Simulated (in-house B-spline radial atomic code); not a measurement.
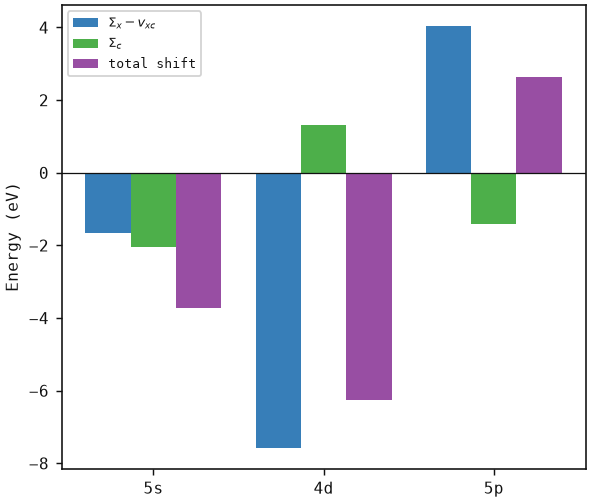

Parts of the G₀W₀ correction to each level for Sn²⁺ ([Kr] 4d¹⁰ 5s²). All-electron spherical atom, non-relativistic, B3LYP VWN-RPA start, no spin-orbit coupling, Breit or QED terms; computed with a B-spline radial code. The quasi-particle equation is solved at full frequency; levels of low quasi-particle weight Z are left out.

Q: Give the quasi-particle levels and their parts.

A: G₀W₀ moves the highest occupied level, 5s, from −25.97 to −29.70 eV (renormalisation factor Z = 0.94); the measured removal energy is 30.51 eV, so the error is −0.81 eV. The empty level 5p goes from −17.21 to −14.58 eV.

| Level | Mean field (eV) | Σx − vxc (eV) | Σc (eV) | Z | G₀W₀ (eV) |
| --- | --- | --- | --- | --- | --- |
| 5s | −25.97 | −1.67 | −2.05 | 0.94 | −29.70 |
| 4d | −46.74 | −7.57 | 1.30 | 0.86 | −53.01 |
| 5p | −17.21 | 4.04 | −1.41 | 0.94 | −14.58 |

Note: relativity, absent here, matters against the tabulated value.
